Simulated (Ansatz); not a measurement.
**Frequency calculation of GaN2H6ClO**

GaN2H6ClO, computed with RKS PBE0/def2-SVP (Ansatz 0.2.0).

It belongs to a series of runs on one base structure; here: vibrations at the highest image of the band. Figures and captions count atoms from 1; the log counts them from 0 in places.

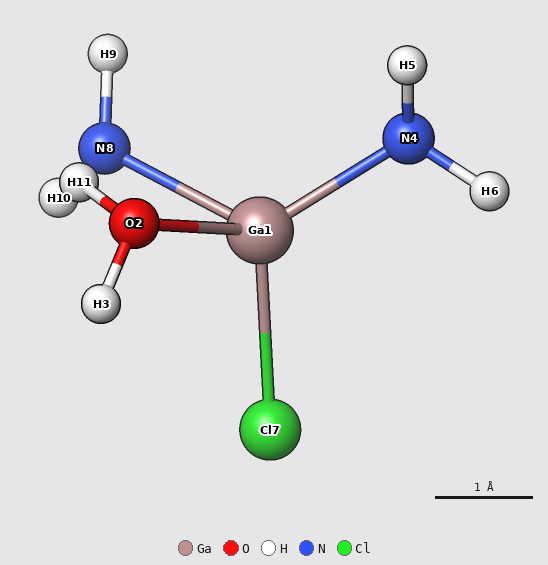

*The structure as given in the input (ball-and-stick view, seen at a tilt; atoms are numbered from 1 in the order of the input). Sticks mark near contacts.*

Bond lengths as drawn: Cl–Ga 2.17 Å, Ga–N 1.83 to 1.96 Å, Ga–O 2.01 Å, H–N 1.02 Å and H–O 0.96 to 1.17 Å.

Input
```yaml
crystal:
  periodic: [false, false, false]
  atoms:
    - { symbol: Ga, position_ang: [0.178668, 0.579805, -0.120339] }
    - { symbol: O, position_ang: [-0.142765, -0.097331, 1.742347] }
    - { symbol: H, position_ang: [-0.989687, -0.521279, 1.924053] }
    - { symbol: "N", position_ang: [1.753169, 0.092754, -0.912542] }
    - { symbol: H, position_ang: [2.506892, -0.191078, -0.293694] }
    - { symbol: H, position_ang: [1.675144, -0.587585, -1.662431] }
    - { symbol: Cl, position_ang: [-1.680915, 0.346227, -1.223664] }
    - { symbol: "N", position_ang: [0.092288, 2.15823, 1.030128] }
    - { symbol: H, position_ang: [0.934843, 2.711539, 1.175037] }
    - { symbol: H, position_ang: [-0.678092, 2.79597, 0.837601] }
    - { symbol: H, position_ang: [-0.158244, 1.071348, 1.823904] }
basis:
  gaussian: { orbitals: def2-SVP }
hamiltonian:
  xc: pbe0
phonons: {}
```

Launch command:
```bash
ansatz run input.yaml --threads 4 --pin off --max-ram 5120MiB --backend cpu --events-out ev --progress --plain --runs-dir out
```

The program's output
```
Engine: ansatz 0.2.0, x86_64-unknown-linux-gnu
Functional definition: PBE0
  parameter a = 0.25
  parameter kappa = 0.804
  parameter beta = 0.06672455060314922
  exchange = (1 - a)*pbe_x(kappa = kappa, mu = beta*pi^2/3) + a*exact_x
  correlation = pbe_c(beta = beta)
1287 factors; integrals over basis functions are off by at most 3.7e-4 eV
mean field evaluation 1: about -69985.4858 eV, gradient 8.0e1 eV
mean field evaluation 2: about -69972.2396 eV, gradient 1.1e2 eV
mean field evaluation 4: about -69997.4731 eV, gradient 4.6e0 eV
mean field evaluation 8: about -69997.5350 eV, gradient 3.8e-2 eV
mean field evaluation 16: about -69997.5350 eV, gradient 1.4e-5 eV
mean field -69997.53499692 eV, -2572.3619651035 hartree, gradient 1.4e-5 eV, S^2 0.000000; 0 other end points of the search recorded, 0 dependent functions left out
the calculation of the forces begins
reference -69997.53502687 eV, -2572.3619662043 hartree; 38, 38 occupied and 84, 84 virtual orbitals, 1287 factors
these checks for a lower state are left out or cut short: stability, starts, cluster_reference, orbital_swaps, neighbouring_geometries, increment
1287 factors; integrals over basis functions are off by at most 3.7e-4 eV
mean field -69997.53493627 eV, -2572.3619628745 hartree, gradient 1.2e-6 eV, S^2 0.000000; 0 other end points of the search recorded, 0 dependent functions left out
[... from here on the field's lines of each further geometry are left out, up to the last ...]
the calculation of the forces begins
reference -69997.53497941 eV, -2572.3619644602 hartree; 38, 38 occupied and 84, 84 virtual orbitals, 1287 factors
these checks for a lower state are left out or cut short: stability, starts, cluster_reference, orbital_swaps, neighbouring_geometries, increment
1287 factors; integrals over basis functions are off by at most 3.7e-4 eV
mean field -69997.53498556 eV, -2572.3619646859 hartree, gradient 2.9e-6 eV, S^2 0.000000; 0 other end points of the search recorded, 0 dependent functions left out
the calculation of the forces begins
reference -69997.53501551 eV, -2572.3619657866 hartree; 38, 38 occupied and 84, 84 virtual orbitals, 1287 factors
WARN: phonons: modes at or below zero, which the zero-point energy, F, S and C_V leave out: 1, the lowest at -923.55 cm⁻¹. A minimum has none, and a first-order saddle one
Total energy: -69997.53502687 eV, -2572.3619662043 hartree
Atom 0 at     0.178668     0.579805    -0.120339 Å, force     0.014152    -0.006403     0.000819 eV/Å
Atom 1 at    -0.142765    -0.097331     1.742347 Å, force    -0.010970     0.023638    -0.006105 eV/Å
Atom 2 at    -0.989687    -0.521279     1.924053 Å, force    -0.004017    -0.001459     0.000538 eV/Å
Atom 3 at     1.753169     0.092754    -0.912542 Å, force    -0.007865     0.000980    -0.005387 eV/Å
Atom 4 at     2.506892    -0.191078    -0.293694 Å, force     0.004158    -0.002083     0.007510 eV/Å
Atom 5 at     1.675144    -0.587585    -1.662431 Å, force     0.001942    -0.001023    -0.005867 eV/Å
Atom 6 at    -1.680915     0.346227    -1.223664 Å, force     0.003838     0.002094     0.007467 eV/Å
Atom 7 at     0.092288     2.158230     1.030128 Å, force    -0.029008    -0.006173     0.008163 eV/Å
Atom 8 at     0.934843     2.711539     1.175037 Å, force    -0.000490    -0.006011    -0.000860 eV/Å
Atom 9 at    -0.678092     2.795970     0.837601 Å, force     0.002670     0.003052     0.000947 eV/Å
Atom 10 at    -0.158244     1.071348     1.823904 Å, force     0.025590    -0.006613    -0.007227 eV/Å
Dipole moment:     0.168243     0.159073     0.481855 e Å
Vibrations: -923.55 83.92 132.41 144.01 155.41 195.56 370.46 386.55 409.52 445.62 508.85 560.29 700.76 718.14 720.88 746.66 794.69 813.28 1521.16 1537.67 1561.21 1863.52 3559.81 3588.43 3654.42 3686.80 3893.51 cm⁻¹, zero-point energy 2.030460 eV
```

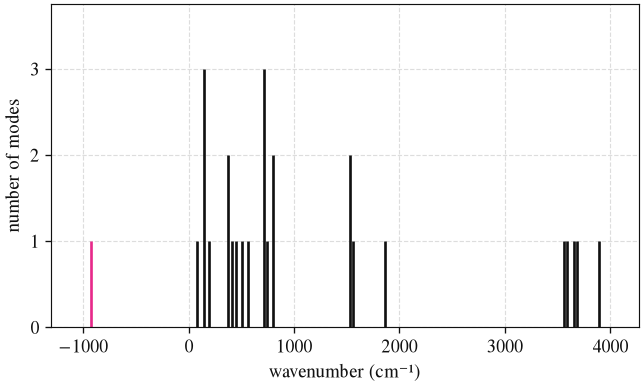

*Harmonic vibrational wavenumbers from the force constants; neighbouring modes closer than 22 cm⁻¹ are counted in one stick, and imaginary ones are drawn at negative wavenumbers.*

27 modes from 924i to 3894 cm⁻¹, 1 imaginary beyond 8i (924i cm⁻¹): a first-order saddle point, if the geometry is stationary.

Summary

```json
{"quantity": "outcome", "value": "converged"}
{"quantity": "total energy", "value": "−69997.5350 eV"}
{"quantity": "mean-field energy", "value": "−69997.5350 eV"}
{"quantity": "largest force (length of the vector)", "value": "0.031 eV/Å"}
{"quantity": "hardware", "value": "4 threads of AMD EPYC (Zen 5), 24 GiB of memory available, shared host"}
{"quantity": "wall time", "value": "42 s (CPU time 2.5 min)"}
{"quantity": "peak memory", "value": "0.34 GiB"}
```
